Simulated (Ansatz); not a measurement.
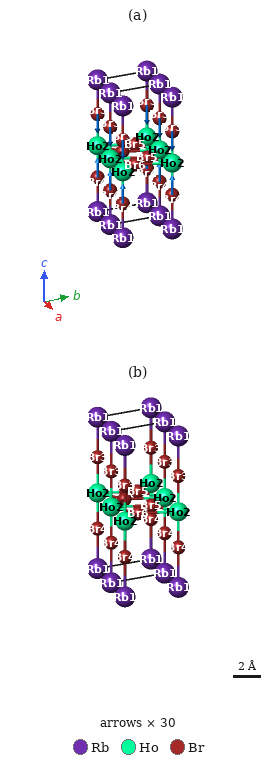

The structure of solid RbHoBr₄ (a generated structure, set up in P6/mmm) (coarse preliminary run) before (top) and after (bottom) a relaxation, at one scale. The blue arrows give the displacements (the part carried along by the change of the cell is left out), 30 times their true length.

A ball-and-stick model of the cell of the calculation, repeated 2 × 1 × 1 with one cell outlined, seen slightly off an axis.

Theory: DFT PBE, scalar-relativistic, plane waves, PAW; 4f electrons in the core of a trivalent norm-conserving potential in Ansatz 0.2.0.

Input file:
```yaml
crystal:
  lattice:
    - [4.9576029, 0.0, 0.0]
    - [-2.47880145, 4.29341006, 0.0]
    - [0.0, 0.0, 10.16891251]
  atoms:
    - { symbol: Rb, position: [0.0, 0.0, 0.0] }
    - { symbol: Ho, position: [0.0, 0.0, 0.5] }
    - { symbol: Br, position: [0.0, 0.0, 0.74027879] }
    - { symbol: Br, position: [0.0, 0.0, 0.25972121] }
    - { symbol: Br, position: [0.33333333, 0.66666667, 0.5] }
    - { symbol: Br, position: [0.66666667, 0.33333333, 0.5] }
basis:
  ecutwfc: 690
kpoints:
  mp_grid: { grid: [6, 6, 2] }
hamiltonian:
  xc: pbe
  pseudopotentials:
    kind: paw
    azcp: { Ho: "pseudopotentials/pbe/nc/lanthanide_3plus/Ho.nc.azcp" }
scf:
  occupations: { method: gaussian, width: 0.1 }
  lower_state_search: "off"
output:
  forces: true
  stress: true
  eigenvalues: true
relax:
  adjacent_minimum: "off"
  f_tol: 0.04
  max_steps: 70
  cell: { stress_tol: 0.4 }
```

Launched with:
```bash
ansatz run input.yaml --threads 1 --pin off --max-ram 2560MiB --backend cpu --events-out ev --progress --plain --runs-dir out
```

**Summarise the run.**

The energy falls by 2.751 eV per cell of the calculation in 5 accepted moves (6 points after the start). The largest force component goes from 0.98 to 0.0059 eV/Å. Pressure: 13.49 GPa at the start and 0.08 GPa at the end. At 1 point the geometry stayed and the basis and grid were re-selected for the new cell (energy shift of 12.9 meV per cell of the calculation at most each time). The largest moves relative to the cell, 0.051 Å, are those of Br3 and Br4. Br4 goes along +c. Rb and Ho stay in place. The volume changes by +34.6 %, with a = b 4.958 → 5.365 Å (+8.2 %), c 10.169 → 11.684 Å (+14.9 %). Near-neighbour distances that change, for instance: Rb1–Br3 2.641 → 3.086 Å, Ho2–Br3 2.443 → 2.756 Å, Ho2–Br5 2.862 → 3.097 Å. The space group stays P6/mmm (No. 191). Cost: 3 min on 1 thread of Intel(R) Xeon(R) Processor @ 2.50GHz (Skylake/Cascade Lake) (shared host), peak memory 0.72 GiB.
